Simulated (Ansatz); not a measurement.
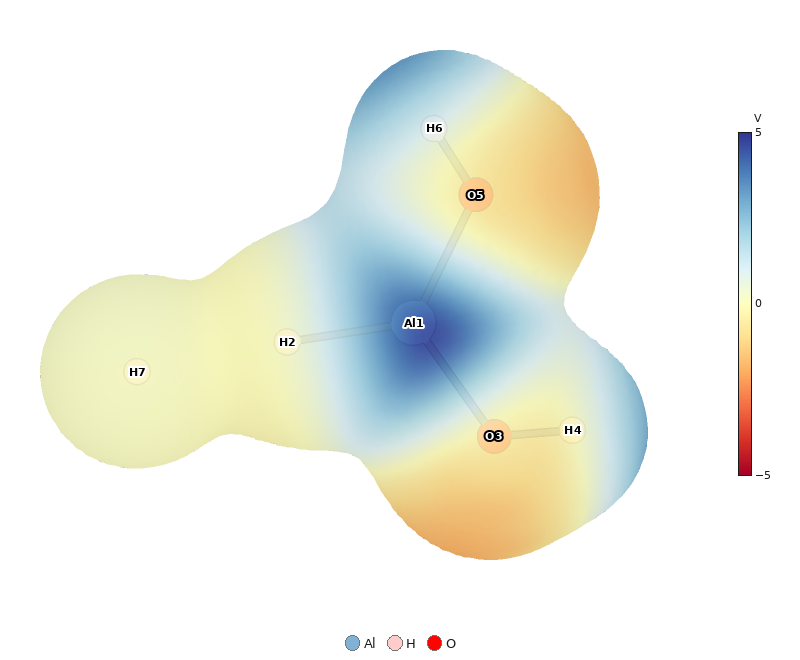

Figure. AlH3O2···H (doublet). The molecular electrostatic potential painted on the density surface at 0.004 e/bohr³, seen at a tilt; red is negative and blue positive.

Computed with UKS B3LYP/cc-pVDZ in Ansatz 0.2.0.

The calculation's input:

```
crystal:
  periodic: [false, false, false]
  atoms:
    - { symbol: Al, position_ang: [0.0, 0.0, 0.0] }
    - { symbol: H, position_ang: [0.0, 0.0, 1.81] }
    - { symbol: O, position_ang: [1.5415, 0.0, -0.89] }
    - { symbol: H, position_ang: [1.8414, -0.9519, -1.0449] }
    - { symbol: O, position_ang: [-1.5415, 0.0, -0.89] }
    - { symbol: H, position_ang: [-2.0512, -0.8467, -0.6815] }
    - { symbol: H, position_ang: [0.0, 0.0, 2.77] }
magnetization:
  spin_polarized: true
  initial_magnetization: 1
basis:
  gaussian: { orbitals: cc-pVDZ }
hamiltonian:
  xc: b3lyp
relax:
  f_tol: 0.15
  max_steps: 25
  restrain:
    - { distance: [1, 6], at: 1.86, k: 30.0 }
    - { distance: [0, 1], at: 1.56, k: 30.0 }
output:
  orbitals: {}
```

Command:

```sh
ansatz run input.yaml --threads 2 --pin off --max-ram 3072MiB --backend cpu --events-out ev --progress --plain --runs-dir out
```

The fields are those of the relaxed geometry.

Describe the electrostatic potential map.

The most negative region (about −1.9 V) lies over O3, the most positive (about +4.5 V) over Al1. O3 is the likeliest acceptor of a hydrogen bond.
